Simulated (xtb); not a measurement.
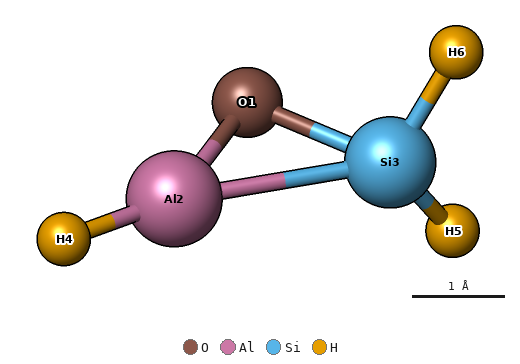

**Figure 1.** The structure as given in the input (ball-and-stick view, seen at a tilt; atoms are numbered from 1 in the order of the input). Sticks mark near contacts. Bond lengths as drawn: Al–H 1.48 Å, Al–O 1.85 Å, Al–Si 2.46 Å, H–Si 1.44 to 1.46 Å and O–Si 1.86 Å.

**Geometry relaxation, with input and output: AlSiH$_{3}$O (part 1 of 3)**

AlSiH$_{3}$O, computed with GFN1-xTB (xtb 6.7.1).

**Input (struc.xyz)**
```
6

O     -0.98057    -0.60866    -0.17557
Al     0.70169    -1.26992     0.19676
Si    -0.11155     1.03492    -0.10161
H      1.59038    -2.40124     0.55615
H     -0.21450     1.63680    -1.40171
H     -0.87221     1.76773     0.90130
```

Command:
```bash
xtb struc.xyz --gfn 1 --opt crude > run.log 2> xtb.err
```

**The program's output**
```
* xtb version 6.7.1
   ID    Z sym.   atoms
    1    8 O      1
    2   13 Al     2
    3   14 Si     3
    4    1 H      4-6

           -------------------------------------------------
          |                Calculation Setup                |
           -------------------------------------------------

          program call               : xtb struc.xyz --gfn 1 --opt crude
          coordinate file            : struc.xyz
          omp threads                :                     1

           -------------------------------------------------
          |                 G F N 1 - x T B                 |
           -------------------------------------------------

      * Hamiltonian:
        H0-scaling (s, p, d)           1.850000    2.250000    2.000000
        zeta-weighting                 0.000000
      * Dispersion:
        s8                             2.400000
        a1                             0.630000
        a2                             5.000000
        s9                             0.000000
      * Repulsion:
        kExp                           1.500000
        rExp                           1.000000
      * Coulomb:
        alpha                          2.000000
        third order                    atomic
        anisotropic                    false
      * Halogen bond correction:
        rad-scale                      1.300000
        damping                        0.440000

          ...................................................
          :                      SETUP                      :
          :.................................................:
          :  # basis functions                  30          :
          :  # atomic orbitals                  28          :
          :  # shells                           14          :
          :  # electrons                        16          :
          :  # halogen bonds                     0          :
          :  max. iterations                   250          :
          :  Hamiltonian                  GFN1-xTB          :
          :  restarted?                      false          :
          :  GBSA solvation                  false          :
          :  PC potential                    false          :
          :  electronic temp.          300.0000000     K    :
          :  accuracy                    1.0000000          :
          :  -> integral cutoff          0.2500000E+02      :
          :  -> integral neglect         0.1000000E-07      :
          :  -> SCF convergence          0.1000000E-05 Eh   :
          :  -> wf. convergence          0.2000000E-04 e    :
          :  Broyden damping             0.4000000          :
          :  net charge                          0          :
          :  unpaired electrons                  0          :
          ...................................................

 iter      E             dE          RMSdq      gap      omega  full diag
   1     -9.4785337 -0.947853E+01  0.617E+00    2.66       0.0  T
   2     -9.5120971 -0.335634E-01  0.324E+00    2.40       1.0  T
   3     -9.5069580  0.513910E-02  0.155E+00    2.53       1.0  T
   4     -9.5141299 -0.717189E-02  0.527E-01    2.45       1.0  T
   5     -9.5164079 -0.227803E-02  0.110E-01    2.45       1.0  T
   6     -9.5164298 -0.218025E-04  0.256E-02    2.45       1.6  T
   7     -9.5164309 -0.114081E-05  0.118E-02    2.45       3.5  T
   8     -9.5164317 -0.766879E-06  0.449E-03    2.45       9.1  T
   9     -9.5164318 -0.135918E-06  0.111E-03    2.45      36.8  T
  10     -9.5164318 -0.851319E-08  0.263E-04    2.45     155.1  T
  11     -9.5164318 -0.556241E-09  0.842E-06    2.45    4848.0  T
  12     -9.5164318 -0.477840E-12  0.281E-06    2.45   14544.3  T

   *** convergence criteria satisfied after 12 iterations ***

         #    Occupation            Energy/Eh            Energy/eV
      -------------------------------------------------------------
         1        2.0000           -0.7015528             -19.0902
         2        2.0000           -0.5939646             -16.1626
         3        2.0000           -0.5297291             -14.4147
         4        2.0000           -0.4860329             -13.2256
         5        2.0000           -0.4821207             -13.1192
         6        2.0000           -0.4761022             -12.9554
         7        2.0000           -0.4475729             -12.1791
         8        2.0000           -0.3596560              -9.7867 (HOMO)
         9                         -0.2696275              -7.3369 (LUMO)
        10                         -0.1905205              -5.1843
        11                         -0.1778891              -4.8406
        12                         -0.1316223              -3.5816
        13                         -0.0942434              -2.5645
       ...                                ...                  ...
        28                          1.7290818              47.0507
      -------------------------------------------------------------
                  HL-Gap            0.0900285 Eh            2.4498 eV
             Fermi-level           -0.3146418 Eh           -8.5618 eV

 SCC (total)                   0 d,  0 h,  0 min,  0.014 sec
 SCC setup                      ...        0 min,  0.000 sec (  0.827%)
 Dispersion                     ...        0 min,  0.000 sec (  0.260%)
 classical contributions        ...        0 min,  0.000 sec (  0.149%)
 integral evaluation            ...        0 min,  0.006 sec ( 43.160%)
 iterations                     ...        0 min,  0.004 sec ( 29.663%)
 molecular gradient             ...        0 min,  0.004 sec ( 24.440%)
 printout                       ...        0 min,  0.000 sec (  1.356%)

         :::::::::::::::::::::::::::::::::::::::::::::::::::::
         ::                     SUMMARY                     ::
         :::::::::::::::::::::::::::::::::::::::::::::::::::::
         :: total energy              -9.479082276539 Eh    ::
         :: gradient norm              0.115899522653 Eh/a0 ::
         :: HOMO-LUMO gap              2.449799726779 eV    ::
         ::.................................................::
         :: SCC energy                -9.516431803104 Eh    ::
         :: -> electrostatic           0.060973662201 Eh    ::
         :: repulsion energy           0.038712146501 Eh    ::
         :: dispersion energy         -0.001362619936 Eh    ::
         :: halogen bond corr.         0.000000000000 Eh    ::
         :: add. restraining           0.000000000000 Eh    ::
         :: total charge               0.000000000000 e     ::
         :::::::::::::::::::::::::::::::::::::::::::::::::::::

      -----------------------------------------------------------
     |                   =====================                   |
     |                        A N C O P T                        |
     |                   =====================                   |
     |               Approximate Normal Coordinate               |
     |                Rational Function Optimizer                |
      -----------------------------------------------------------
      -----------------------------------------------------------
     |                   =====================                   |
     |                        A N C O P T                        |
     |                   =====================                   |
     |               Approximate Normal Coordinate               |
     |                Rational Function Optimizer                |
      -----------------------------------------------------------

          ...................................................
          :                      SETUP                      :
          :.................................................:
          :   optimization level             crude          :
          :   max. optcycles                   200          :
          :   ANC micro-cycles                  20          :
          :   degrees of freedom                12          :
          :.................................................:
          :   RF solver                   davidson          :
          :   write xtbopt.log                true          :
          :   linear?                        false          :
          :   energy convergence         0.5000000E-03 Eh   :
          :   grad. convergence          0.1000000E-01 Eh/α :
          :   maxmium RF displ.          1.0000000          :
          :   Hlow (freq-cutoff)         0.1000000E-01      :
          :   Hmax (freq-cutoff)         5.0000000          :
          :   S6 in model hess.         20.0000000          :
          ...................................................

generating ANC from exact Hessian ...
Using Lindh-Hessian (1995)
 Shifting diagonal of input Hessian by    9.9038412410327372E-003
 Lowest  eigenvalues of input Hessian
    0.000000    0.000000    0.000000    0.000000    0.000000    0.000000
    0.010000    0.012992    0.020234    0.033308    0.035015    0.042304
    0.067372    0.317361    0.413900    0.636772    0.716250    0.864410
 Highest eigenvalues
    0.067372    0.317361    0.413900    0.636772    0.716250    0.864410

........................................................................
.............................. CYCLE    1 ..............................
........................................................................

 iter      E             dE          RMSdq      gap      omega  full diag
   1     -9.5164318 -0.951643E+01  0.134E-07    2.45       0.0  T
   2     -9.5164318 -0.532907E-14  0.695E-08    2.45  100000.0  T
   3     -9.5164318  0.355271E-14  0.273E-08    2.45  100000.0  T
     SCC iter.                  ...        0 min,  0.001 sec
     gradient                   ...        0 min,  0.003 sec
 * total energy  :    -9.4790823 Eh     change       -0.6394885E-13 Eh
   gradient norm :     0.1158983 Eh/α   predicted     0.0000000E+00 (-100.00%)
   displ. norm   :     0.4862592 α      lambda       -0.3768611E-01
   maximum displ.:     0.4360698 α      in ANC's #7, #8, #2, ...

........................................................................
.............................. CYCLE    2 ..............................
........................................................................

 iter      E             dE          RMSdq      gap      omega  full diag
   1     -9.5498392 -0.954984E+01  0.571E-01    3.27       0.0  T
   2     -9.5507353 -0.896091E-03  0.243E-01    3.27       1.0  T
   3     -9.5508350 -0.996642E-04  0.161E-01    3.28       1.0  T
   4     -9.5509288 -0.938344E-04  0.515E-02    3.27       1.0  T
   5     -9.5509381 -0.928364E-05  0.140E-02    3.27       2.9  T
   6     -9.5509382 -0.103680E-06  0.469E-03    3.27       8.7  T
   7     -9.5509383 -0.525094E-07  0.913E-05    3.27     447.4  T
   8     -9.5509383 -0.344258E-10  0.799E-06    3.27    5107.2  T
     SCC iter.                  ...        0 min,  0.002 sec
     gradient                   ...        0 min,  0.003 sec
 * total energy  :    -9.4997237 Eh     change       -0.2064146E-01 Eh
   gradient norm :     0.0690066 Eh/α   predicted    -0.2329845E-01 (  12.87%)
   displ. norm   :     0.5489604 α      lambda       -0.2214959E-01
   maximum displ.:     0.4028913 α      in ANC's #6, #3, #2, ...

........................................................................
.............................. CYCLE    3 ..............................
........................................................................

 iter      E             dE          RMSdq      gap      omega  full diag
   1     -9.5539944 -0.955399E+01  0.999E-01    3.13       0.0  T
   2     -9.5572094 -0.321505E-02  0.453E-01    3.03       1.0  T
   3     -9.5584796 -0.127013E-02  0.342E-01    3.11       1.0  T
   4     -9.5589670 -0.487478E-03  0.914E-02    3.07       1.0  T
   5     -9.5589783 -0.112399E-04  0.205E-02    3.07       2.0  T
   6     -9.5589788 -0.527281E-06  0.449E-03    3.07       9.1  T
   7     -9.5589789 -0.515785E-07  0.669E-04    3.07      61.0  T
   8     -9.5589789 -0.266436E-08  0.513E-05    3.07     795.2  T
   9     -9.5589789 -0.106599E-10  0.174E-05    3.07    2339.8  T
     SCC iter.                  ...        0 min,  0.003 sec
     gradient                   ...        0 min,  0.005 sec
 * total energy  :    -9.5161076 Eh     change       -0.1638382E-01 Eh
   gradient norm :     0.0571862 Eh/α   predicted    -0.1441226E-01 ( -12.03%)
   displ. norm   :     0.5017193 α      lambda       -0.1623731E-01
   maximum displ.:     0.3279400 α      in ANC's #6, #3, #11, ...

........................................................................
.............................. CYCLE    4 ..............................
........................................................................

 iter      E             dE          RMSdq      gap      omega  full diag
   1     -9.5703775 -0.957038E+01  0.113E+00    3.14       0.0  T
   2     -9.5757046 -0.532706E-02  0.532E-01    2.87       1.0  T
   3     -9.5771023 -0.139765E-02  0.386E-01    3.01       1.0  T
   4     -9.5777398 -0.637519E-03  0.125E-01    2.95       1.0  T
   5     -9.5777553 -0.155064E-04  0.171E-02    2.95       2.4  T
   6     -9.5777560 -0.771780E-06  0.391E-03    2.95      10.4  T
   7     -9.5777560 -0.515085E-09  0.151E-03    2.95      27.1  T
   8     -9.5777561 -0.167479E-07  0.729E-05    2.95     560.2  T
   9     -9.5777561 -0.200746E-10  0.351E-05    2.95    1161.5  T
     SCC iter.                  ...        0 min,  0.002 sec
     gradient                   ...        0 min,  0.005 sec
 * total energy  :    -9.5246881 Eh     change       -0.8580504E-02 Eh
   gradient norm :     0.0563460 Eh/α   predicted    -0.1016231E-01 (  18.43%)
   displ. norm   :     0.1471588 α      lambda       -0.4094238E-02
   maximum displ.:     0.0832895 α      in ANC's #5, #2, #12, ...

........................................................................
.............................. CYCLE    5 ..............................
........................................................................

 iter      E             dE          RMSdq      gap      omega  full diag
   1     -9.5769741 -0.957697E+01  0.186E-01    2.93       0.0  T
   2     -9.5770834 -0.109282E-03  0.129E-01    2.87       1.0  T
   3     -9.5772414 -0.157983E-03  0.538E-02    2.90       1.0  T
   4     -9.5772468 -0.540540E-05  0.141E-02    2.90       2.9  T
   5     -9.5772471 -0.265940E-06  0.809E-04    2.90      50.4  T
   6     -9.5772471 -0.429437E-08  0.132E-04    2.89     308.9  T
   7     -9.5772471 -0.107878E-10  0.514E-05    2.89     794.8  T
     SCC iter.                  ...        0 min,  0.002 sec
     gradient                   ...        0 min,  0.005 sec
 * total energy  :    -9.5276457 Eh     change       -0.2957675E-02 Eh
   gradient norm :     0.0349869 Eh/α   predicted    -0.2091449E-02 ( -29.29%)
   displ. norm   :     0.2301310 α      lambda       -0.5368176E-02
   maximum displ.:     0.1291503 α      in ANC's #12, #3, #9, ...

........................................................................
.............................. CYCLE    6 ..............................
........................................................................

 iter      E             dE          RMSdq      gap      omega  full diag
   1     -9.5830996 -0.958310E+01  0.175E-01    3.06       0.0  T
   2     -9.5831315 -0.318869E-04  0.109E-01    3.02       1.0  T
   3     -9.5831289  0.267907E-05  0.707E-02    3.05       1.0  T
   4     -9.5831578 -0.289322E-04  0.933E-03    3.04       4.4  T
   5     -9.5831580 -0.218607E-06  0.244E-03    3.04      16.7  T
   6     -9.5831580 -0.237470E-07  0.493E-04    3.04      82.9  T
   7     -9.5831580 -0.526775E-09  0.441E-05    3.04     926.1  T
   8     -9.5831580 -0.470379E-11  0.257E-06    3.04   15913.0  T
     SCC iter.                  ...        0 min,  0.002 sec
     gradient                   ...        0 min,  0.005 sec
 * total energy  :    -9.5313043 Eh     change       -0.3658533E-02 Eh
   gradient norm :     0.0242231 Eh/α   predicted    -0.2826237E-02 ( -22.75%)
   displ. norm   :     0.1983950 α      lambda       -0.2909930E-02
   maximum displ.:     0.1190568 α      in ANC's #12, #7, #3, ...

........................................................................
.............................. CYCLE    7 ..............................
........................................................................
```
